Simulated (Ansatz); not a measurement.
## Electronic structure of H$_{4}$OSi$_{2}$···CH$_{4}$O in real space

```csv
atom,x (Å),y (Å),z (Å)
Si,-1.6216,0.9573,0.5239
O,1.2340,-0.1198,0.1968
C,1.4726,-1.3157,0.8911
O,-0.7805,1.4393,1.7270
H,1.1260,0.5906,0.8470
H,-3.0766,0.6039,0.7127
Si,-0.8258,0.7379,-1.6743
H,1.4621,-2.1404,0.1628
H,0.7041,-1.5285,1.6580
H,2.4608,-1.3206,1.3894
H,-0.6718,-0.7121,-1.9966
H,0.4220,1.5214,-1.8738
H,-1.9052,1.2865,-2.5641
```

These are results of RKS PBE0-D4/def2-SVP in Ansatz, not measurements.

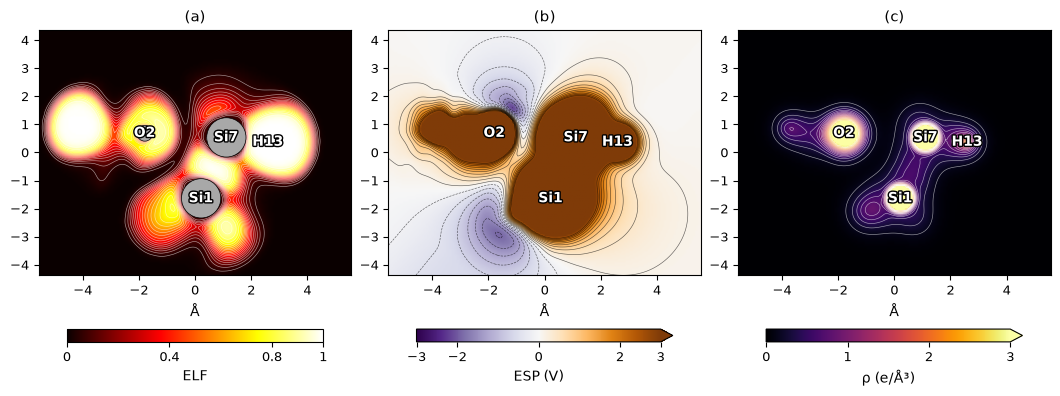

Figure 1. (a) ELF; (b) molecular electrostatic potential; (c) total electron density on the plane of atoms Si1, Si7 and H13. Grey discs cover the atomic cores in the ELF map.

Read the bonding off the picture.

Answer.
- The section cuts through Si, O and H sites.
- Si7···O2 (2.91 Å): the density falls to about 0.09 e/Å³ on the way; the ELF dips to about 0.05 between them.
- Si–Si (2.35 Å): the density is about 0.64 e/Å³ at the midpoint; the ELF peaks at about 1 between the atoms, as expected for a covalent bond.
- Si–H (1.50 Å): the density is about 0.75 e/Å³ at the midpoint; the ELF climbs to about 1 towards the hydrogen, as it does in any bond to H.
- Outside the dense part of the complex the potential is most negative (−2.1 V) near O2.

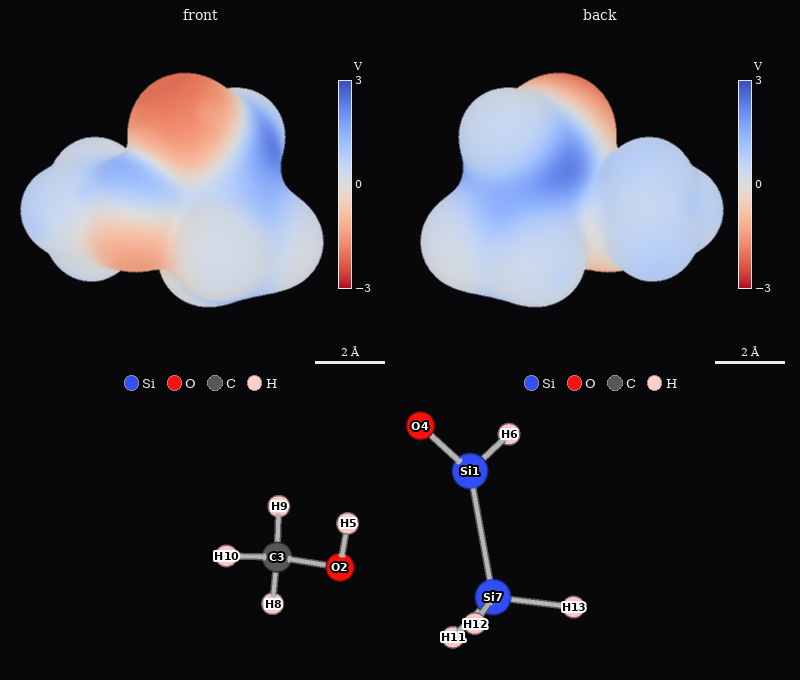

Figure 2. The molecular electrostatic potential painted on the density surface at 0.002 e/bohr³, seen from the front and from behind; the colour scale runs from red (negative) to blue (positive). The bare structure is drawn below in the same view.

Which sites attract a positive test charge, and which a negative one?

Answer. A positive charge is drawn to the negative regions and a negative charge to the positive ones. The most negative region (about −2.0 V) lies over O4, the most positive (about +2.2 V) over Si1. O4 is the likeliest acceptor of a hydrogen bond.

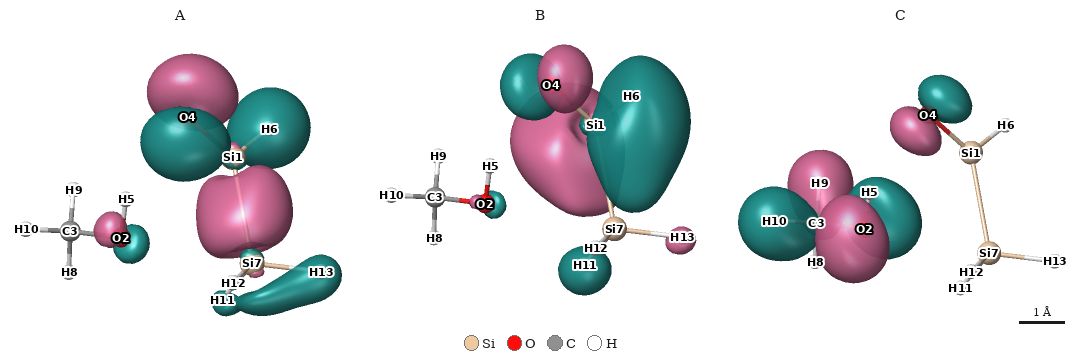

Figure 3. Three frontier orbitals at ±0.1 Å⁻³ᐟ² (teal and pink are the two phases), in no order.

Which picture is the HOMO−1, the HOMO and the LUMO?

Answer. C is the HOMO−1 (−7.93 eV). By Hirshfeld shares it lies mainly on O2 (about 60 %), C3 (about 10 %), O4 (about 10 %), H10 (about 5 %) and H9 (about 5 %). A is the HOMO (−7.58 eV). By Hirshfeld shares it lies mainly on O4 (about 50 %), Si1 (about 20 %), Si7 (about 15 %) and H6 (about 10 %). B is the LUMO (−2.11 eV). Its weight (Hirshfeld) is mainly on Si1 (about 60 %) and O4 (about 20 %).

What is the HOMO–LUMO gap?

Answer. 5.47 eV between the orbital energies.
